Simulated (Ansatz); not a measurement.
SrVO$_{3}$ (cubic perovskite)

```cif
data_O3SrV
_chemical_formula_sum 'Sr1 V1 O3'
_space_group_name_H-M_alt 'Pm-3m'
_space_group_IT_number 221
_space_group_name_Hall '-P 4 2 3'
_cell_length_a 3.85762
_cell_length_b 3.85762
_cell_length_c 3.85762
_cell_angle_alpha 90.000
_cell_angle_beta 90.000
_cell_angle_gamma 90.000
loop_
_atom_site_label
_atom_site_type_symbol
_atom_site_symmetry_multiplicity
_atom_site_Wyckoff_symbol
_atom_site_fract_x
_atom_site_fract_y
_atom_site_fract_z
_atom_site_occupancy
Sr1 Sr 1 a 0.00000 0.00000 0.00000 1
V1 V 1 b 0.50000 0.50000 0.50000 1
O1 O 3 c 0.00000 0.50000 0.50000 1
```

Equation-of-state scan: isotropic scaling of the cell above, V₀ being its volume. Symmetry pins the atoms to their sites.

Level of theory: PBE (plane waves to 420 eV, PAW, scalar-relativistic; Ansatz, a first-principles code). k mesh 12×12×12 (Γ-centred), Fermi-Dirac smearing 0.05 eV. E stands for the smeared free energy. SrVO3 is run without spin polarisation and with no Hubbard U. SrVO3 was relaxed with its symmetry unable to fall. The zero of ΔE is the relaxed starting cell.

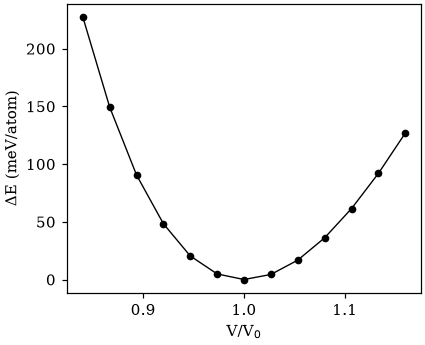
Figure. ΔE (meV/atom) against V/V₀; computed points joined by lines.

**Question.** What is ΔE at V/V₀ = 0.840?

**Answer.** About 230 meV/atom.

**Question.** What is ΔE at V/V₀ = 1.160?

**Answer.** About 130 meV/atom.

**Question.** What bulk modulus B₀ follows from a third-order Birch-Murnaghan fit?

**Answer.** About 180 GPa.

(Under strain, the slope of the energy per volume gives the stress and its curvature an elastic modulus.)
